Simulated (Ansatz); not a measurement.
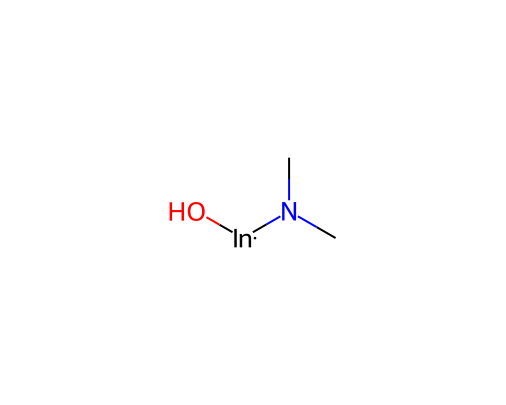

2D structure. The species is neutral and a spin doublet.

Question: Give its SMILES.

Answer: C[N](C)[In][OH]

Question: What is the molecular formula?

Answer: C2H7InNO.

More results for the same structure follow; atom numbers are the same in all pictures, views and colours differ. The geometry was computed by an optimisation with PBE0-D4/def2-TZVP.

### Shape

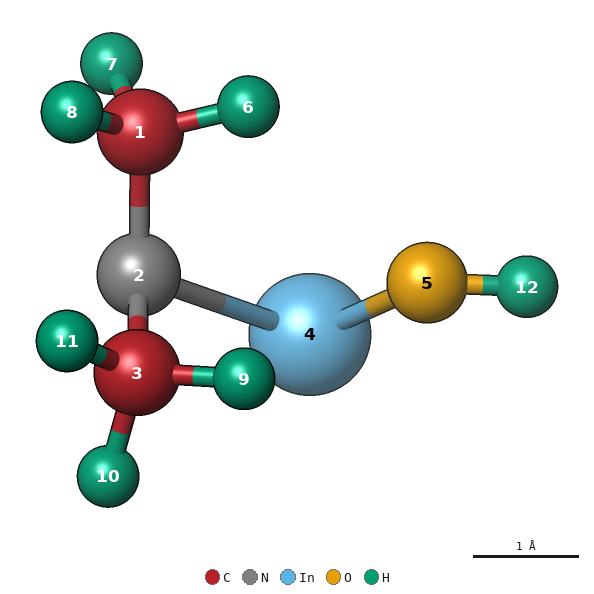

What are the angles N2–C1–H6, N2–C1–H8, C1–N2–C3, C1–N2–In4, N2–C3–H9, N2–C1–H7, N2–C3–H11, N2–In4–O5, In4–O5–H12?

| angle | degrees |
| --- | --- |
| N2–C1–H6 | 107.3 |
| N2–C1–H8 | 112.9 |
| C1–N2–C3 | 114.2 |
| C1–N2–In4 | 114.9 |
| N2–C3–H9 | 107.5 |
| N2–C1–H7 | 110.5 |
| N2–C3–H11 | 112.8 |
| N2–In4–O5 | 72.1 |
| In4–O5–H12 | 116.3 |

### Vibrations

Harmonic vibrations computed with UKS PBE0-D4/def2-TZVP, core potentials on In (Ansatz 0.2.0) at a stationary point of the same level.

Question: List the wavenumbers.

Answer: 30 modes: 38, 103, 124, 140, 147, 166, 239, 304, 453, 481, 608, 930, 969, 1021, 1076, 1221, 1233, 1375, 1393, 1451, 1470, 1471, 1498, 2982, 2988, 3050, 3054, 3112, 3113, 3888 cm⁻¹.

### Charges

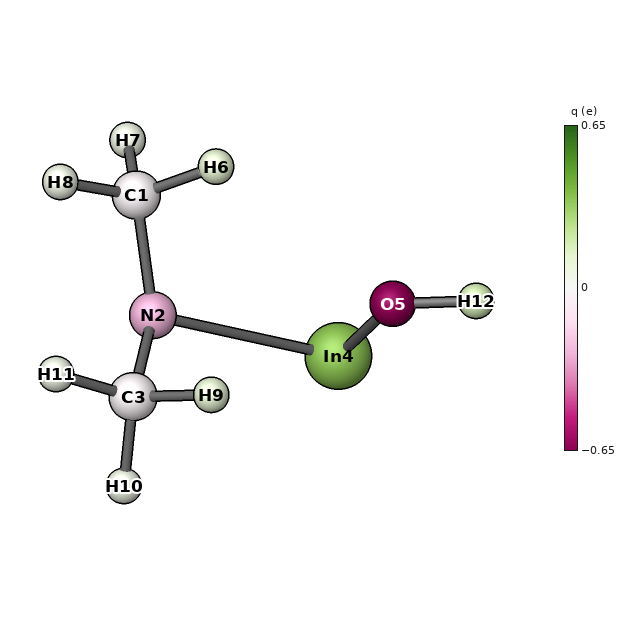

Atoms are coloured by their Mulliken charges. Level of theory: UKS r2SCAN-D4/def2-TZVPP, core potentials on In (Ansatz 0.2.0).

Question: Which atom carries the highest charge (most positive or least negative)?

Answer: In4 (0.35 e).

Question: And the lowest?

Answer: O5 (−0.64 e).

List the Mulliken charges.

```csv
atom,value (e)
C1,−0.03
N2,−0.26
C3,−0.03
In4,0.35
O5,−0.64
H6,0.11
H7,0.06
H8,0.05
H9,0.11
H10,0.06
H11,0.05
H12,0.17
```

### Dipole moment

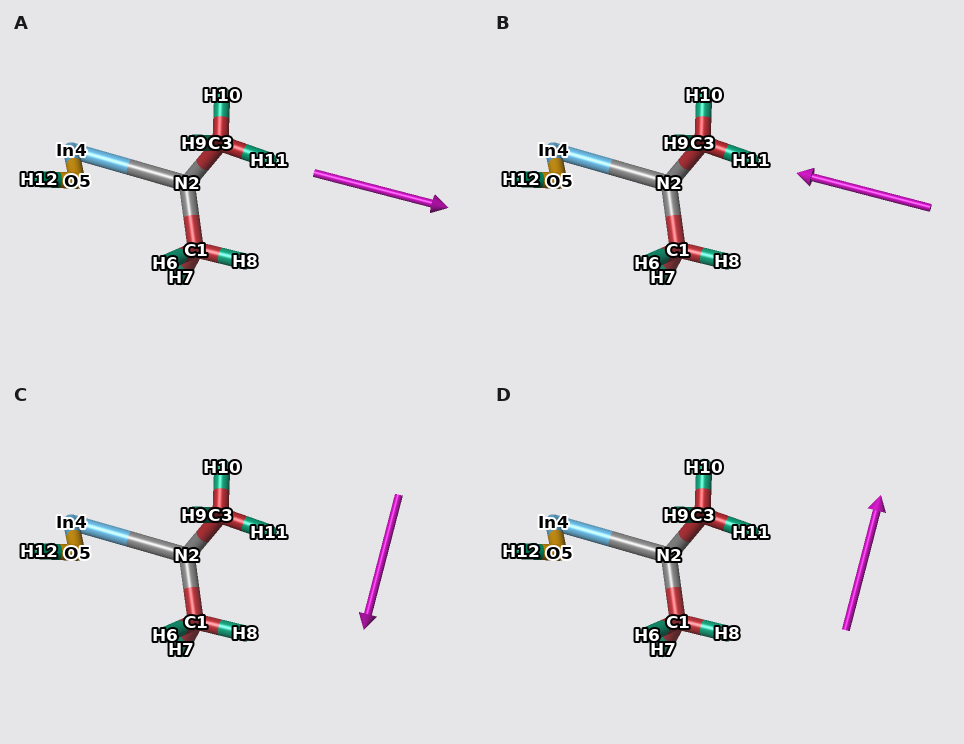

The same molecule four times, each with an arrow. Method: UKS r2SCAN-D4/def2-TZVPP, core potentials on In (Ansatz 0.2.0).

Question: Which arrow points along the dipole moment, from the negative to the positive end?

Answer: A. The dipole moment is 1.87 D; it points from the side of H12 to the side of H8, H11 (the outermost atoms at the two ends).

Mulliken values depend strongly on the basis set and can even reverse the polarity of a bond.
